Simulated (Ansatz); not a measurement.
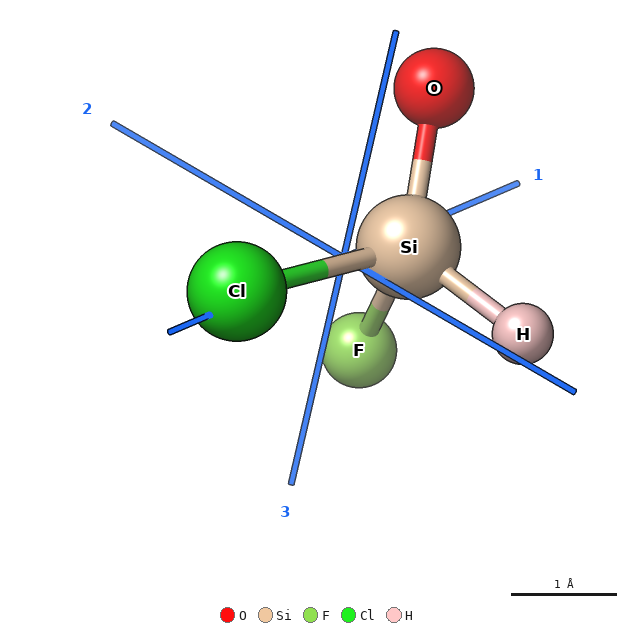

The three principal axes of inertia are drawn and numbered. Distant atoms are faded towards the background colour. Charge −1, singlet. The computed structure is the end point of a PBE-D4/def2-SVPD optimisation. No frequency run is at hand to confirm it as a minimum. Masses are those of the most abundant isotopes; constants are for the rigid equilibrium geometry.

Which line is the a axis (least moment of inertia), which b and which c?

Answer. a is line 1, b is line 3, c is line 2; the moments are 77.0, 153, 212 u Å².

What kind of rotor is it, and what are its rotational constants in GHz?

Answer. An asymmetric top (C1): A = 6.56, B = 3.30, C = 2.38 GHz. Ray's parameter κ is −0.56, nearer the prolate limit.
